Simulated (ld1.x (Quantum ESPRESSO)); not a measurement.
# Run report: Sc, pseudopotential generation (part 2 of 2)

Continued. System: scandium (Sc, Z = 21), core [Ar], reference valence 3d1 4s1 4p0 (an ion of charge +1), valence charge 3. Method: TM potential, LDA (PZ), scalar-relativistic, made with ld1.x (Quantum ESPRESSO) 7.5.

### Output of the test run (extracts), continued
```
     ---------------------- Testing the pseudopotential ----------------------

     Sc
     scalar relativistic calculation

     atomic number is 21.00   valence charge is  3.00
     dft =PZ   lsd =0 sic =0 latt =0  beta=0.20 tr2=1.0E-14
     mesh =1173 r(mesh) = 100.03074 xmin = -7.00 dx = 0.01250

     n l     nl             e AE (Ry)        e PS (Ry)    De AE-PS (Ry)
     3 2     3D   1( 1.50)       -0.16554       -0.16361       -0.00193
     1 0     4S   1( 1.50)       -0.28843       -0.29086        0.00243
     2 1     4P   1( 0.00)       -0.09840       -0.10065        0.00225

     eps = 2.0E-15  iter =  9

     Etot =   -1524.586501 Ry,    -762.293251 Ha,  -20743.056075 eV
     Etotps =    -5.646717 Ry,      -2.823359 Ha,     -76.827502 eV
     dEtot_ae =      -0.471719 Ry
     dEtot_ps =      -0.471954 Ry,   Delta E=       0.000234 Ry

     Ekin =       6.692323 Ry,       3.346162 Ha,      91.053699 eV
     Encl =      -7.749960 Ry,      -3.874980 Ha,    -105.443579 eV
     Ehrt =       2.815851 Ry,       1.407926 Ha,      38.311608 eV
     Ecxc =      -4.060461 Ry,      -2.030231 Ha,     -55.245387 eV
     (Ecc =      -2.339519 Ry,      -1.169759 Ha,     -31.830776 eV)
     Epseu=      -3.344471 Ry,      -1.672235 Ha,     -45.503843 eV

     ---------------------- End of pseudopotential test ----------------------

     ---------------------- Testing the pseudopotential ----------------------

     Sc
     scalar relativistic calculation

     atomic number is 21.00   valence charge is  3.00
     dft =PZ   lsd =0 sic =0 latt =0  beta=0.20 tr2=1.0E-14
     mesh =1173 r(mesh) = 100.03074 xmin = -7.00 dx = 0.01250

     n l     nl             e AE (Ry)        e PS (Ry)    De AE-PS (Ry)
     3 2     3D   1( 1.00)       -0.33592       -0.34202        0.00610  !
     1 0     4S   1( 1.00)       -0.36851       -0.36933        0.00081
     2 1     4P   1( 1.00)       -0.15433       -0.15451        0.00018

     eps = 2.6E-15  iter =  9

     Etot =   -1524.425362 Ry,    -762.212681 Ha,  -20740.863658 eV
     Etotps =    -5.485489 Ry,      -2.742745 Ha,     -74.633880 eV
     dEtot_ae =      -0.310580 Ry
     dEtot_ps =      -0.310726 Ry,   Delta E=       0.000146 Ry

     Ekin =       5.442925 Ry,       2.721463 Ha,      74.054770 eV
     Encl =      -7.008077 Ry,      -3.504038 Ha,     -95.349741 eV
     Ehrt =       2.459817 Ry,       1.229908 Ha,      33.467512 eV
     Ecxc =      -3.849437 Ry,      -1.924719 Ha,     -52.374260 eV
     (Ecc =      -2.339519 Ry,      -1.169759 Ha,     -31.830776 eV)
     Epseu=      -2.530717 Ry,      -1.265359 Ha,     -34.432162 eV

     ---------------------- End of pseudopotential test ----------------------

     ---------------------- Testing the pseudopotential ----------------------

     Sc
     scalar relativistic calculation

     atomic number is 21.00   valence charge is  3.00
     dft =PZ   lsd =0 sic =0 latt =0  beta=0.20 tr2=1.0E-14
     mesh =1173 r(mesh) = 100.03074 xmin = -7.00 dx = 0.01250

     n l     nl             e AE (Ry)        e PS (Ry)    De AE-PS (Ry)
     3 2     3D   1( 0.00)       -0.59843       -0.55640       -0.04203  !
     1 0     4S   1( 2.00)       -0.43810       -0.43517       -0.00292
     2 1     4P   1( 1.00)       -0.18909       -0.17995       -0.00914  !

     eps = 6.2E-16  iter = 19

     Etot =   -1524.368199 Ry,    -762.184100 Ha,  -20740.085926 eV
     Etotps =    -5.432814 Ry,      -2.716407 Ha,     -73.917203 eV
     dEtot_ae =      -0.253417 Ry
     dEtot_ps =      -0.258051 Ry,   Delta E=       0.004633 Ry

     Ekin =       1.148922 Ry,       0.574461 Ha,      15.631875 eV
     Encl =      -6.063720 Ry,      -3.031860 Ha,     -82.501107 eV
     Ehrt =       2.255796 Ry,       1.127898 Ha,      30.691669 eV
     Ecxc =      -3.584953 Ry,      -1.792477 Ha,     -48.775774 eV
     (Ecc =      -2.339519 Ry,      -1.169759 Ha,     -31.830776 eV)
     Epseu=       0.811141 Ry,       0.405570 Ha,      11.036135 eV

     ---------------------- End of pseudopotential test ----------------------

     ---------------------- Testing the pseudopotential ----------------------

     Sc
     scalar relativistic calculation

     atomic number is 21.00   valence charge is  3.00
     dft =PZ   lsd =1 sic =0 latt =0  beta=0.20 tr2=1.0E-14
     mesh =1173 r(mesh) = 100.03074 xmin = -7.00 dx = 0.01250

     n l     nl             e AE (Ry)        e PS (Ry)    De AE-PS (Ry)
     3 2     3D   1( 1.00)       -0.78103       -0.79306        0.01203  !
     1 0     4S   1( 1.00)       -0.76422       -0.76337       -0.00085
     2 1     4P   1( 0.00)       -0.50115       -0.50025       -0.00090
     3 2     3D   2( 0.00)       -0.70343       -0.67579       -0.02764  !
     1 0     4S   2( 0.00)       -0.66262       -0.66007       -0.00255
     2 1     4P   2( 0.00)       -0.41548       -0.41443       -0.00105

     eps = 4.4E-16  iter =  7

     Etot =   -1524.155011 Ry,    -762.077505 Ha,  -20737.185346 eV
     Etotps =    -5.225308 Ry,      -2.612654 Ha,     -71.093940 eV
     dEtot_ae =      -0.040229 Ry
     dEtot_ps =      -0.050545 Ry,   Delta E=       0.010316 Ry

     Ekin =       5.470396 Ry,       2.735198 Ha,      74.428533 eV
     Encl =      -5.807711 Ry,      -2.903856 Ha,     -79.017940 eV
     Ehrt =       1.474705 Ry,       0.737353 Ha,      20.064387 eV
     Ecxc =      -3.676034 Ry,      -1.838017 Ha,     -50.014995 eV
     (Ecc =      -2.339519 Ry,      -1.169759 Ha,     -31.830776 eV)
     Epseu=      -2.686664 Ry,      -1.343332 Ha,     -36.553925 eV

     ---------------------- End of pseudopotential test ----------------------

     ---------------------- Testing the pseudopotential ----------------------

     Sc
     scalar relativistic calculation

     atomic number is 21.00   valence charge is  3.00
     dft =PZ   lsd =1 sic =0 latt =0  beta=0.20 tr2=1.0E-14
     mesh =1173 r(mesh) = 100.03074 xmin = -7.00 dx = 0.01250

     n l     nl             e AE (Ry)        e PS (Ry)    De AE-PS (Ry)
     3 2     3D   1( 1.00)       -0.27019       -0.28480        0.01461  !
     1 0     4S   1( 1.00)       -0.32412       -0.32482        0.00069
     2 1     4P   1( 0.00)       -0.11604       -0.11620        0.00016
     3 2     3D   2( 0.00)       -0.22586       -0.20746       -0.01840  !
     1 0     4S   2( 1.00)       -0.30541       -0.30552        0.00011
     2 1     4P   2( 0.00)       -0.10696       -0.10745        0.00049

     eps = 9.9E-15  iter = 14

     Etot =   -1524.645300 Ry,    -762.322650 Ha,  -20743.856069 eV
     Etotps =    -5.714423 Ry,      -2.857212 Ha,     -77.748686 eV
     dEtot_ae =      -0.530518 Ry
     dEtot_ps =      -0.539660 Ry,   Delta E=       0.009142 Ry

     Ekin =       5.383502 Ry,       2.691751 Ha,      73.246276 eV
     Encl =      -7.345628 Ry,      -3.672814 Ha,     -99.942361 eV
     Ehrt =       2.671341 Ry,       1.335671 Ha,      36.345451 eV
     Ecxc =      -3.961818 Ry,      -1.980909 Ha,     -53.903275 eV
     (Ecc =      -2.339519 Ry,      -1.169759 Ha,     -31.830776 eV)
     Epseu=      -2.461821 Ry,      -1.230910 Ha,     -33.494777 eV

     ---------------------- End of pseudopotential test ----------------------
```

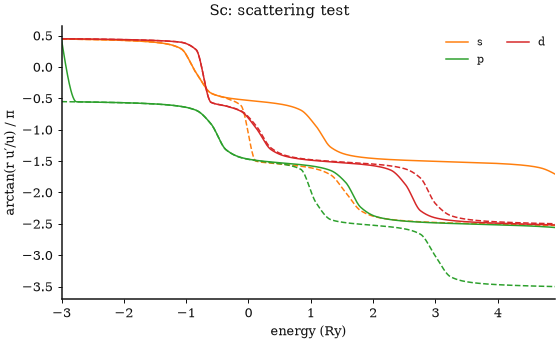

Fig. 1: Unwrapped phase arctan(r u′/u) in units of π against energy, all-electron (solid) and pseudo (dashed); the pseudo phase is matched to the all-electron one at the reference energy. Here u = r R(r). A near-vertical step is a level narrower than the spacing of the points behind the curves.

- Range over which the phases agree within 0.05 rad: s: up to about -0.3 Ry; p: between about -2.8 and 0.5 Ry; d: up to about -0.0 Ry.
- Ghost states: Going away from the reference energies, the phases part by more than π/2 in: s at about -0.0 Ry (above its reference energy, pseudo phase lower); p at about 1.0 Ry (above its reference energy, pseudo phase lower); p at about -2.9 Ry (below its reference energy, pseudo phase lower, at the 3p core level, which only the all-electron atom has); d at about 2.7 Ry (above its reference energy, pseudo phase higher). Such a step is either a state that only one of the two atoms has or an ordinary level shifted in energy. The separate test gives: no ghost state below the valence levels in the s, p, d, f channels.

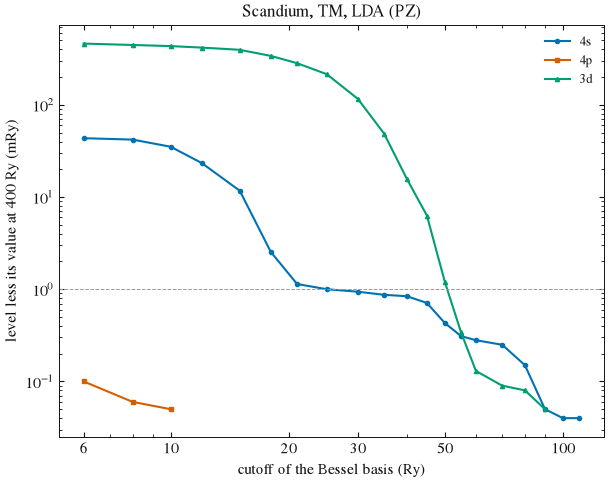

Fig. 2: The pseudo-atom Hamiltonian at the reference potential is diagonalised in spherical Bessel functions (20 bohr box) up to the cutoff. Curves: distance of each valence level from its value at 400 Ry.

- Cutoffs from which each level stays within 1 mRy: 4s: 30 Ry; 4p: 6 Ry or less; 3d: 55 Ry.
- Hardest occupied shell: 3d: its level needs 55 Ry to come within 1 mRy, against 30 Ry for 4s.
- Cutoffs for 10 and 1 mRy in the occupation-weighted sum of levels: 45 Ry and 55 Ry, on the ladder of cutoffs that was run.

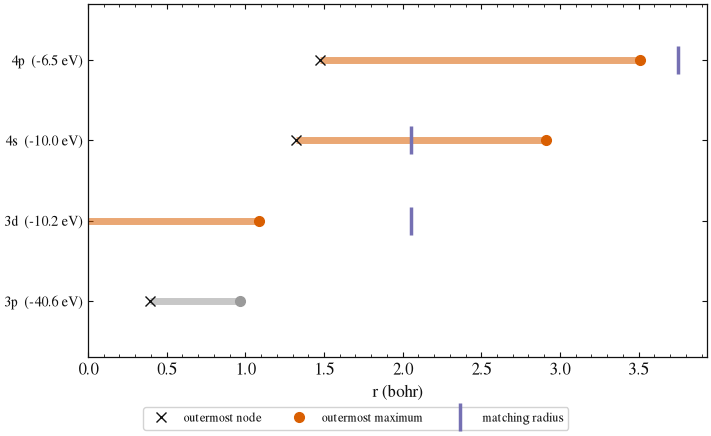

Fig. 3: Outer shells of the all-electron reference atom: each bar runs from the outermost node (or the nucleus) to the outermost maximum of u(r); the tick is the radius chosen for the pseudo-wave. Shells without a tick have no pseudo-wave of their own. Levels, nodes and maxima are from ld1.x, scalar-relativistic.

- Radii against the shells: 3d: 2.05 bohr, outside the maximum; 4s: 2.05 bohr, between node and maximum; 4p: 3.75 bohr, outside the maximum.

### Key numbers

- outcome: generated, with a spurious state above the valence levels
- cutoffs needed: 45 Ry and 55 Ry (the cutoffs, on a coarse ladder, from which the occupation-weighted sum of valence levels, in a spherical-Bessel basis at the reference potential, stays within 10 and 1 mRy of its value at 400 Ry); ghost states and empty shells don't enter this sum
- ghost test: no ghost state below the valence levels in the s, p, d, f channels (spherical-Bessel basis up to 400 Ry, 20 bohr box)
- largest excitation error: +63 meV (all-electron minus pseudo) for 3d0 4s2 4p1, out of 7 test configurations
- clearest signs, in the scattering phases, of states that the all-electron atom lacks: s near 0.1 Ry, p near 1.7 Ry
- range over which the phases arctan(r u′/u) at the test radius agree within 0.05 rad (a looser test near the poles than one of phase shifts): s: up to about -0.3 Ry; p: between about -2.8 and 0.5 Ry; d: up to about -0.0 Ry
- wall time: 2.9 s

### Remarks

The Bessel test looks below the valence levels only. The scattering phases show an s state near 0.1 Ry, 0.8 Ry above the channel's reference energy, that the all-electron atom lacks, which is too close to the valence region for the potential to be used.
